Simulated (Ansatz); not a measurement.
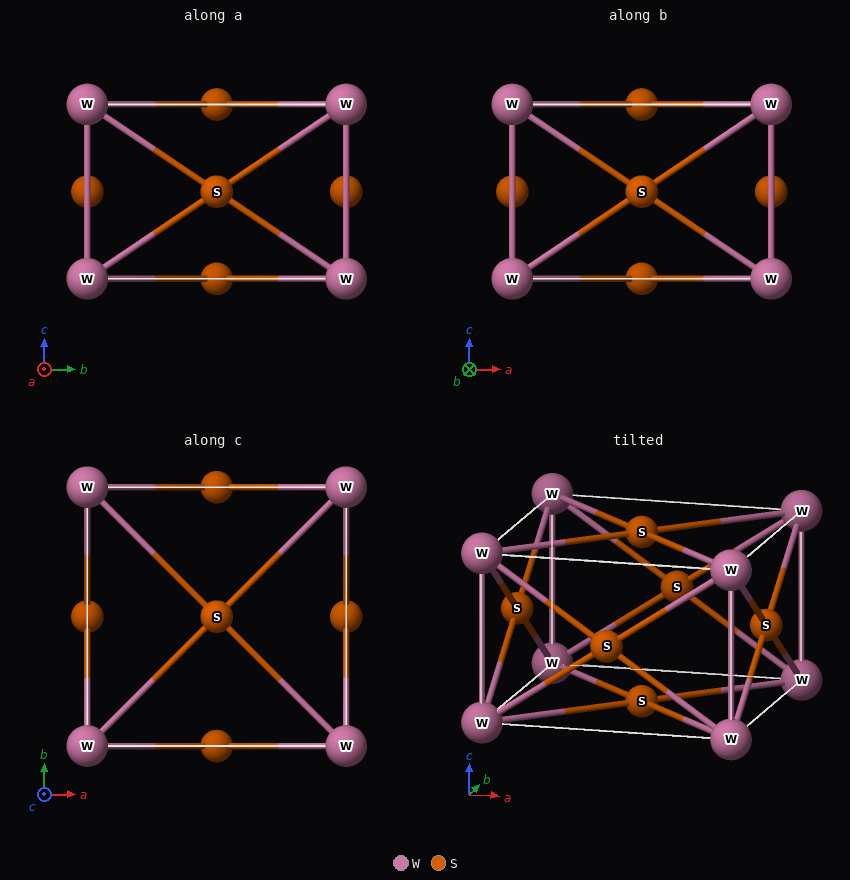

The image is a ball-and-stick drawing of a crystal, viewed along the a axis, along the b axis, along the c axis and slightly off an axis. The lines enclose the conventional unit cell; boundary atoms appear with their images.

Lattice parameters: a = 4.425 Å, b = 4.425 Å, c = 2.980 Å, α = 90.00°, β = 90.00°, γ = 90.00°.

Express the structure as a table of Wyckoff sites.

Space group P4/mmm (No. 123).
| atom | site | x | y | z |
| --- | --- | --- | --- | --- |
| W | 1a | 0.0000 | 0.0000 | 0.0000 |
| S | 2e | 0.0000 | 0.5000 | 0.5000 |
| S | 1c | 0.5000 | 0.5000 | 0.0000 |

The starting point was a structure type filled with these elements by a generator (whether the compound takes this form wasn't checked). A relaxation with DFT PBE, scalar-relativistic, plane waves, PAW (Ansatz 0.2.0) gave the geometry drawn.
